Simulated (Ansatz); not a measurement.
**AlBH+ (triplet): one geometry, many settings**

Aim: run AlBH+ (triplet) at one geometry under a spread of methods and options, and see what each costs and gives.

Method: the settings change from run to run; program: Ansatz 0.2.0, Gaussian basis.

20 further runs of the same task are left out: 8 that didn't finish, 12 set aside as unsound or not needed.

## Step 1: The geometry

The geometry is a PBE0/def2-TZVP stationary point (not a proven minimum) of the parent state, kept for this charge and spin.

3 atoms, charge 1, spin multiplicity 3.

Atoms are counted from 1 here; the program's logs count them from 0.

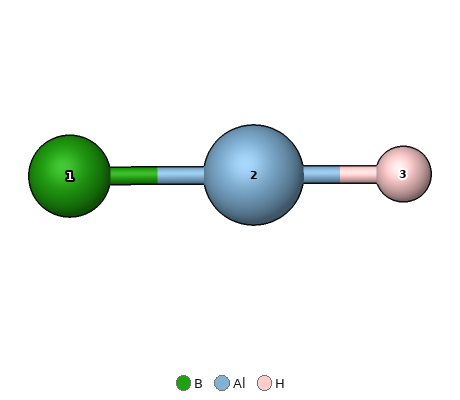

The geometry (boron green, aluminium light blue, hydrogen pink); atoms are numbered from 1 in the order of the file.

## Step 2: CCSD(T) on UHF/6-31G

Input file in.yaml:

```yaml
crystal:
  periodic: [false, false, false]
  atoms:
    - {symbol: B, position_ang: [0.000000, 0.000000, 1.817000]}
    - {symbol: Al, position_ang: [0.000000, 0.000000, -0.120000]}
    - {symbol: H, position_ang: [0.000000, 0.000000, -1.697000]}
basis:
  gaussian: {orbitals: 6-31G}
total_charge: 1
magnetization: {spin_polarized: true, initial_magnetization: 2}
correlation: {method: ccsd_t, electrons: all}
```

The run is started by

```sh
ansatz run in.yaml --threads 1 --pin off --events-out ev --progress --plain --max-ram 2393MiB
```

The program printed (excerpt; [...] marks lines left out):

```text
Functional definition: HF
  name "HF"
  cite "Fock, Z. Phys. 61, 126 (1930) doi:10.1007/BF01340294"
  parent pbe
[...]
296 factors; integrals over basis functions are off by at most 1.3e-4 eV
[...]
mean field -7258.12795278 eV, -266.7312825288 hartree, gradient 9.6e-6 eV, S^2 2.001277; 6 other end points of the search recorded, 0 dependent functions left out
determinant -7258.12795278 eV, -266.7312825288 hartree, with singles and doubles -7259.93878106 eV, -266.7978292408 hartree
determinant -7256.61349349 eV, -266.6756271764 hartree, with singles and doubles -7258.52705016 eV, -266.7459490871 hartree
reference -7258.12795278 eV, -266.7312825288 hartree; 10, 8 occupied and 14, 16 virtual orbitals, 296 factors
second order -1.26750220 eV of doubles, -0.00000000 eV of singles
cycle   1  -1.81266301 eV  change   -7.2e-2 eV  update   2.2e-2
[...]
cycle   9  -1.83350012 eV  change   -4.6e-6 eV  update   1.4e-5
perturbative correction -0.03955168 eV, -0.0014534974 hartree
Total energy: -7260.00100458 eV, -266.8001159129 hartree
```

Wall time 1.5 s (1 thread of Arm Neoverse N1, shared host).

From the report: ⟨S²⟩ of the determinant 2.001 (pure triplet: 2.00); correlation -1.8731 eV; T1 0.015; largest double amplitude 0.06.

## Step 3: HF/cc-pVDZ

Input file in.yaml:

```yaml
crystal:
  periodic: [false, false, false]
  atoms:
    - {symbol: B, position_ang: [0.000000, 0.000000, 1.817000]}
    - {symbol: Al, position_ang: [0.000000, 0.000000, -0.120000]}
    - {symbol: H, position_ang: [0.000000, 0.000000, -1.697000]}
basis:
  gaussian: {orbitals: cc-pVDZ}
total_charge: 1
magnetization: {spin_polarized: false, initial_magnetization: 2}
hamiltonian: {xc: hf}
accuracy: high
output: {forces: true, orbitals: {seedname: orbitals}}
```

The command is unchanged.

The program printed (excerpt; [...] marks lines left out):

```text
Functional definition: HF
  name "HF"
  cite "Fock, Z. Phys. 61, 126 (1930) doi:10.1007/BF01340294"
  parent pbe
[...]
721 factors; integrals over basis functions are off by at most 3.6e-9 eV
[...]
mean field -7259.14894588 eV, -266.7688033332 hartree, gradient 3.4e-8 eV, S^2 2.000000; 0 other end points of the search recorded, 0 dependent functions left out
[...]
reference -7259.14894588 eV, -266.7688033332 hartree; 10, 8 occupied and 27, 29 virtual orbitals, 721 factors
Total energy: -7259.14894588 eV, -266.7688033332 hartree
Atom 0 at     0.000000     0.000000     1.817000 Å, force     0.000000     0.000000     2.131605 eV/Å
Atom 1 at     0.000000     0.000000    -0.120000 Å, force    -0.000000    -0.000000    -2.581240 eV/Å
Atom 2 at     0.000000     0.000000    -1.697000 Å, force    -0.000000     0.000000     0.449635 eV/Å
Dipole moment:     0.000000     0.000000    -0.088247 e Å
```

Wall time 1.3 s (1 thread of Arm Neoverse N1, shared host).

## Step 4: CCSD on UHF/6-31G*

Input file in.yaml:

```yaml
crystal:
  periodic: [false, false, false]
  atoms:
    - {symbol: B, position_ang: [0.000000, 0.000000, 1.817000]}
    - {symbol: Al, position_ang: [0.000000, 0.000000, -0.120000]}
    - {symbol: H, position_ang: [0.000000, 0.000000, -1.697000]}
basis:
  gaussian: {orbitals: "6-31G*"}
total_charge: 1
magnetization: {spin_polarized: true, initial_magnetization: 2}
correlation: {method: ccsd, electrons: outside_noble_gas, diis_vectors: 2}
output: {forces: true}
```

Same command.

The program printed (excerpt; [...] marks lines left out):

```text
Functional definition: HF
  name "HF"
  cite "Fock, Z. Phys. 61, 126 (1930) doi:10.1007/BF01340294"
  parent pbe
[...]
336 factors; integrals over basis functions are off by at most 1.1e-3 eV
[...]
mean field -7258.72043725 eV, -266.7530559315 hartree, gradient 1.9e-6 eV, S^2 2.003342; 6 other end points of the search recorded, 0 dependent functions left out
determinant -7258.72043725 eV, -266.7530559315 hartree, with singles and doubles -7261.15494156 eV, -266.8425223146 hartree
determinant -7257.24921349 eV, -266.6989894555 hartree, with singles and doubles -7259.82309624 eV, -266.7935779021 hartree
6 core orbitals not correlated: weight in the atoms' cores, before any rotation towards them, 1.000 or more for the frozen orbitals, at most 0.000 for the correlated occupied ones
reference -7258.72043725 eV, -266.7530559315 hartree; 4, 2 occupied and 26, 28 virtual orbitals, 336 factors
second order -1.77804212 eV of doubles, -0.00000000 eV of singles
cycle   1  -2.43443546 eV  change    6.9e-5 eV  update   7.1e-4
[...]
cycle  13  -2.43460539 eV  change    9.9e-7 eV  update   5.5e-7
[...]
Total energy: -7261.15504264 eV, -266.8425260293 hartree
Atom 0 at     0.000000     0.000000     1.817000 Å, force    -0.000000     0.000000     2.071683 eV/Å
Atom 1 at     0.000000     0.000000    -0.120000 Å, force    -0.000000     0.000000    -2.211387 eV/Å
Atom 2 at     0.000000     0.000000    -1.697000 Å, force    -0.000000    -0.000000     0.139703 eV/Å
Dipole moment:     0.000000    -0.000000    -0.077753 e Å
```

It took 2.5 s on 1 thread of Arm Neoverse N1, shared host.

From the report: ⟨S²⟩ of the determinant 2.003 (pure triplet: 2.00); correlation -2.4346 eV; T1 0.027; largest double amplitude 0.06.

## Step 5: BCCD(T)/6-31G

Edit in.yaml of step 4 so:

```diff
@@ -7,6 +7,8 @@
 basis:
-  gaussian: {orbitals: "6-31G*"}
+  gaussian: {orbitals: 6-31G}
 total_charge: 1
 magnetization: {spin_polarized: true, initial_magnetization: 2}
-correlation: {method: ccsd, electrons: outside_noble_gas, diis_vectors: 2}
+hamiltonian: {xc: {name: PBE0}, pseudopotentials: {relativity: scalar}}
+correlation: {method: bccd_t, electrons: valence}
+scf: {lower_state_search: light}
 output: {forces: true}
```

Launched as before.

The program printed (excerpt; [...] marks lines left out):

```text
Functional definition: PBE0
  name "PBE0"
  cite "Adamo & Barone, J. Chem. Phys. 110, 6158 (1999) doi:10.1063/1.478522"
  cite "Perdew, Burke & Ernzerhof, Phys. Rev. Lett. 77, 3865 (1996) doi:10.1103/PhysRevLett.77.3865"
  parent pbe
[...]
296 factors; integrals over basis functions are off by at most 1.3e-4 eV
[...]
mean field -7282.07235671 eV, -267.6112231432 hartree, gradient 1.7e-6 eV, S^2 2.000913; 2 other end points of the search recorded, 0 dependent functions left out
6 core orbitals not correlated: weight in the atoms' cores, before any rotation towards them, 1.000 or more for the frozen orbitals, at most 0.000 for the correlated occupied ones
reference -7268.87724330 eV, -267.1263116693 hartree; 4, 2 occupied and 14, 16 virtual orbitals, 296 factors
second order -1.26932684 eV of doubles, -0.09879128 eV of singles
cycle   1  -1.69404279 eV  change   -3.3e-1 eV  update   5.4e-2
[...]
cycle  14  -1.88671951 eV  change    7.6e-7 eV  update   5.4e-7
perturbative correction -0.03640771 eV, -0.0013379586 hartree
[...]
Total energy: -7270.80037052 eV, -267.1969852911 hartree
Relativity: scalar
Atom 0 at     0.000000     0.000000     1.817000 Å, force     0.000000     0.000000     2.914405 eV/Å
Atom 1 at     0.000000     0.000000    -0.120000 Å, force    -0.000000    -0.000000    -2.742723 eV/Å
Atom 2 at     0.000000     0.000000    -1.697000 Å, force    -0.000000     0.000000    -0.171682 eV/Å
Dipole moment:     0.000000    -0.000000    -0.045201 e Å
```

Run time: 3.3 s. Hardware: 1 thread of Arm Neoverse N1, shared host.

From the report: ⟨S²⟩ of the determinant 2.001 (pure triplet: 2.00); correlation -1.9231 eV; largest double amplitude 0.06.

## Step 6: CASCI(6,4)/STO-3G

Input file in.yaml:

```yaml
crystal:
  periodic: [false, false, false]
  atoms:
    - {symbol: B, position_ang: [0.000000, 0.000000, 1.817000]}
    - {symbol: Al, position_ang: [0.000000, 0.000000, -0.120000]}
    - {symbol: H, position_ang: [0.000000, 0.000000, -1.697000]}
basis:
  gaussian: {orbitals: STO-3G, fitting: {mean_field: def2-universal-jkfit}}
total_charge: 1
magnetization: {spin_polarized: false, initial_magnetization: 2}
correlation: {active_space: {window: {electrons: 6, orbitals: 4}, fixed_orbitals: true}}
accuracy: high
scf: {lower_state_search: full}
```

The command is unchanged.

The program printed:

```text
Functional definition: HF
  name "HF"
  cite "Fock, Z. Phys. 61, 126 (1930) doi:10.1007/BF01340294"
  parent pbe
  exchange = exact_x
  correlation = 0
221 factors; integrals over basis functions are off by at most 7.0e-3 eV
mean field evaluation 1: about -7171.6916 eV, gradient 9.5e0 eV
mean field evaluation 2: about -7173.0549 eV, gradient 4.4e0 eV
mean field evaluation 4: about -7173.6603 eV, gradient 5.9e-1 eV
mean field evaluation 8: about -7173.6653 eV, gradient 6.3e-9 eV
mean field evaluation 16: about -7173.6653 eV, gradient 6.6e-9 eV
mean field evaluation 32: about -7144.6343 eV, gradient 6.2e1 eV
mean field evaluation 64: about -7173.6651 eV, gradient 1.6e-1 eV
mean field -7173.66532741 eV, -263.6273382975 hartree, gradient 6.3e-9 eV, S^2 2.000000; 8 other end points of the search recorded, 0 dependent functions left out
reference -7173.66532741 eV, -263.6273382975 hartree; 10, 8 occupied and 5, 7 virtual orbitals, 221 factors
state -7173.66532741 eV, -263.6273382975 hartree
Total energy: -7173.66532741 eV, -263.6273382975 hartree
```

It took 0.33 s on 1 thread of Arm Neoverse N1, shared host.

From the report: 6 determinants; active occupations 2.00, 2.00, 1.00, 1.00. With so small a space the active step adds no correlation: the energy is the mean field's.

## Step 7: CCSDT(Q)/STO-3G

Input file in.yaml:

```yaml
crystal:
  periodic: [false, false, false]
  atoms:
    - {symbol: B, position_ang: [0.000000, 0.000000, 1.817000]}
    - {symbol: Al, position_ang: [0.000000, 0.000000, -0.120000]}
    - {symbol: H, position_ang: [0.000000, 0.000000, -1.697000]}
basis:
  gaussian: {orbitals: STO-3G}
total_charge: 1
magnetization: {spin_polarized: true, initial_magnetization: 2}
hamiltonian: {xc: {name: r2SCAN}}
correlation: {method: ccsdt_q, electrons: outside_noble_gas}
scf: {lower_state_search: full}
```

The command is unchanged.

The program printed (excerpt; [...] marks lines left out):

```text
Functional definition: r2SCAN
  name "r2SCAN"
  cite "Furness, Kaplan, Ning, Perdew & Sun, J. Phys. Chem. Lett. 11, 8208 (2020) doi:10.1021/acs.jpclett.0c02405"
  cite "Furness, Kaplan, Ning, Perdew & Sun, J. Phys. Chem. Lett. 11, 9248 (2020) doi:10.1021/acs.jpclett.0c03077"
  parent r2scan
[...]
239 factors; integrals over basis functions are off by at most 2.6e-8 eV
[...]
mean field -7188.53487517 eV, -264.1737840984 hartree, gradient 3.6e-6 eV, S^2 2.000245; 5 other end points of the search recorded, 0 dependent functions left out
6 core orbitals not correlated: weight in the atoms' cores, before any rotation towards them, 0.999 or more for the frozen orbitals, at most 0.001 for the correlated occupied ones
reference -7173.34790601 eV, -263.6156732761 hartree; 4, 2 occupied and 5, 7 virtual orbitals, 239 factors
second order -1.07815631 eV of doubles, -0.12615218 eV of singles
cycle   1  -1.51627848 eV  change   -3.1e-1 eV  update   5.7e-2
[...]
cycle  16  -1.76767217 eV  change    2.7e-7 eV  update   2.4e-7
perturbative correction -0.00147530 eV, -0.0000542164 hartree
Total energy: -7175.11705348 eV, -263.6806882465 hartree
```

It took 6.5 s on 1 thread of Arm Neoverse N1, shared host.

From the report: ⟨S²⟩ of the determinant 2.000 (pure triplet: 2.00); correlation -1.7691 eV; T1 0.022; largest double amplitude 0.08. The orbitals are Kohn-Sham ones, so correlation energy and T1 don't compare with those on Hartree-Fock orbitals.

## Step 8: CCSD/6-31G

Input file in.yaml:

```yaml
crystal:
  periodic: [false, false, false]
  atoms:
    - {symbol: B, position_ang: [0.000000, 0.000000, 1.817000]}
    - {symbol: Al, position_ang: [0.000000, 0.000000, -0.120000]}
    - {symbol: H, position_ang: [0.000000, 0.000000, -1.697000]}
basis:
  gaussian: {orbitals: 6-31G}
total_charge: 1
magnetization: {spin_polarized: false, initial_magnetization: 2}
hamiltonian: {xc: {name: PBE0}}
correlation: {method: ccsd, electrons: valence, diis_vectors: 12}
output: {forces: true}
```

Same command.

The program printed (excerpt; [...] marks lines left out):

```text
Functional definition: PBE0
  name "PBE0"
  cite "Adamo & Barone, J. Chem. Phys. 110, 6158 (1999) doi:10.1063/1.478522"
  cite "Perdew, Burke & Ernzerhof, Phys. Rev. Lett. 77, 3865 (1996) doi:10.1103/PhysRevLett.77.3865"
  parent pbe
[...]
296 factors; integrals over basis functions are off by at most 1.3e-4 eV
[...]
mean field -7271.10854836 eV, -267.2083106180 hartree, gradient 5.6e-6 eV, S^2 2.000000; 2 other end points of the search recorded, 0 dependent functions left out
[...]
6 core orbitals not correlated: weight in the atoms' cores, before any rotation towards them, 1.000 or more for the frozen orbitals, at most 0.000 for the correlated occupied ones
reference -7257.90146460 eV, -266.7229592418 hartree; 4, 2 occupied and 14, 16 virtual orbitals, 296 factors
second order -1.27303889 eV of doubles, -0.10934918 eV of singles
cycle   1  -1.70881099 eV  change   -3.3e-1 eV  update   5.4e-2
[...]
cycle  14  -1.89689560 eV  change   -4.7e-7 eV  update   3.1e-7
[...]
Total energy: -7259.79836021 eV, -266.7926688695 hartree
Atom 0 at     0.000000     0.000000     1.817000 Å, force     0.000000    -0.000000     2.890314 eV/Å
Atom 1 at     0.000000     0.000000    -0.120000 Å, force     0.000000     0.000000    -2.733545 eV/Å
Atom 2 at     0.000000     0.000000    -1.697000 Å, force     0.000000    -0.000000    -0.156769 eV/Å
Dipole moment:     0.000000     0.000000    -0.050015 e Å
```

Wall time 3.1 s (1 thread of Arm Neoverse N1, shared host).

From the report: correlation -1.8969 eV; T1 0.019; largest double amplitude 0.06. The orbitals are Kohn-Sham ones, so correlation energy and T1 don't compare with those on Hartree-Fock orbitals.

## Step 9: CCSDT(Q)/6-31G

Edit in.yaml of step 8 so:

```diff
@@ -10,4 +10,3 @@
 magnetization: {spin_polarized: false, initial_magnetization: 2}
-hamiltonian: {xc: {name: PBE0}}
-correlation: {method: ccsd, electrons: valence, diis_vectors: 12}
-output: {forces: true}
+hamiltonian: {xc: {name: B3LYP}}
+correlation: {method: ccsdt_q, electrons: outside_noble_gas}
```

The command is unchanged.

The program printed (excerpt; [...] marks lines left out):

```text
Functional definition: B3LYP
  name "B3LYP"
  cite "Stephens, Devlin, Chabalowski & Frisch, J. Phys. Chem. 98, 11623 (1994) doi:10.1021/j100096a001"
  cite "Becke, Phys. Rev. A 38, 3098 (1988) doi:10.1103/PhysRevA.38.3098"
  cite "Lee, Yang & Parr, Phys. Rev. B 37, 785 (1988) doi:10.1103/PhysRevB.37.785"
  cite "Vosko, Wilk & Nusair, Can. J. Phys. 58, 1200 (1980) doi:10.1139/p80-159"
[...]
496 factors; integrals over basis functions are off by at most 9.1e-8 eV
[...]
mean field -7275.89839262 eV, -267.3843341479 hartree, gradient 3.6e-6 eV, S^2 2.000000; 2 other end points of the search recorded, 0 dependent functions left out
[...]
6 core orbitals not correlated: weight in the atoms' cores, before any rotation towards them, 1.000 or more for the frozen orbitals, at most 0.000 for the correlated occupied ones
reference -7257.83493012 eV, -266.7205141446 hartree; 4, 2 occupied and 14, 16 virtual orbitals, 496 factors
second order -1.29681791 eV of doubles, -0.14101468 eV of singles
cycle   1  -1.76615756 eV  change   -3.3e-1 eV  update   5.7e-2
[...]
cycle  17  -2.00707299 eV  change    1.7e-7 eV  update   2.8e-7
perturbative correction -0.00172824 eV, -0.0000635117 hartree
Total energy: -7259.84373135 eV, -266.7943362283 hartree
```

It took 4.1 s on 1 thread of Arm Neoverse N1, shared host.

From the report: correlation -2.0088 eV; T1 0.020; largest double amplitude 0.06. The orbitals are Kohn-Sham ones, so correlation energy and T1 don't compare with those on Hartree-Fock orbitals.

## Step 10: CCSDT on UHF/6-31G

Edit in.yaml of step 9 so:

```diff
@@ -9,4 +9,4 @@
 total_charge: 1
-magnetization: {spin_polarized: false, initial_magnetization: 2}
-hamiltonian: {xc: {name: B3LYP}}
-correlation: {method: ccsdt_q, electrons: outside_noble_gas}
+magnetization: {spin_polarized: true, initial_magnetization: 2}
+correlation: {method: ccsdt, electrons: outside_noble_gas}
+accuracy: high
```

Launched as before.

The program printed (excerpt; [...] marks lines left out):

```text
Functional definition: HF
  name "HF"
  cite "Fock, Z. Phys. 61, 126 (1930) doi:10.1007/BF01340294"
  parent pbe
[...]
518 factors; integrals over basis functions are off by at most 2.9e-9 eV
[...]
mean field -7258.12802922 eV, -266.7312853379 hartree, gradient 1.8e-8 eV, S^2 2.001277; 6 other end points of the search recorded, 0 dependent functions left out
determinant -7258.12802922 eV, -266.7312853379 hartree, with singles and doubles -7259.81871170 eV, -266.7934167730 hartree
determinant -7256.61358500 eV, -266.6756305393 hartree, with singles and doubles -7258.40661119 eV, -266.7415230367 hartree
6 core orbitals not correlated: weight in the atoms' cores, before any rotation towards them, 1.000 or more for the frozen orbitals, at most 0.000 for the correlated occupied ones
reference -7258.12802922 eV, -266.7312853379 hartree; 4, 2 occupied and 14, 16 virtual orbitals, 518 factors
second order -1.14058170 eV of doubles, -0.00000000 eV of singles
cycle   1  -1.47025490 eV  change   -3.3e-1 eV  update   6.1e-2
[...]
cycle  28  -1.76926846 eV  change  -5.6e-10 eV  update  7.4e-10
Total energy: -7259.89729768 eV, -266.7963047547 hartree
```

Wall time 2.6 s (1 thread of Arm Neoverse N1, shared host).

From the report: ⟨S²⟩ of the determinant 2.001 (pure triplet: 2.00); correlation -1.7693 eV; T1 0.029; largest double amplitude 0.06.

## Step 11: The runs in one table

Where basis and cores are those of an earlier FCI/6-31G run (-7259.8999 eV), and the state is the same kind, the miss against it is given.

```csv
level,correlated,functions,energy (eV),from FCI (meV),time
CCSD(T) on UHF/6-31G,all,24,-7260.0010,,1.5 s
HF/cc-pVDZ,,37,-7259.1489,,1.3 s
CCSD on UHF/6-31G*,outside noble gas,36,-7261.1550,,2.5 s
"BCCD(T)/6-31G (on PBE0 orbitals, relativity set)",valence,24,-7270.8004,,3.3 s
"CASCI(6,4)/STO-3G",,15,-7173.6653,,0.33 s
CCSDT(Q)/STO-3G (on r2SCAN orbitals),outside noble gas,15,-7175.1171,,6.5 s
CCSD/6-31G (on PBE0 orbitals),valence,24,-7259.7984,101.6,3.1 s
CCSDT(Q)/6-31G (on B3LYP orbitals),outside noble gas,24,-7259.8437,56.2,4.1 s
CCSDT on UHF/6-31G,outside noble gas,24,-7259.8973,2.6,2.6 s
```

## Step 12: What came out

| quantity | value |
| --- | --- |
| runs | 9 |
| quickest | CASCI(6,4)/STO-3G, 0.33 s |
| slowest | CCSDT(Q)/STO-3G (on r2SCAN orbitals), 6.5 s |

**Reading.** Total energies in different bases, with other cores or another treatment of relativity can't be set against each other. CCSDT(Q)/STO-3G (on r2SCAN orbitals) took 20 times as long as CASCI(6,4)/STO-3G; the jobs differ in more than the method. Among the correlated runs with a miss given, it spans +3 to +102 meV. Cores frozen from Kohn-Sham orbitals shift the total energy.
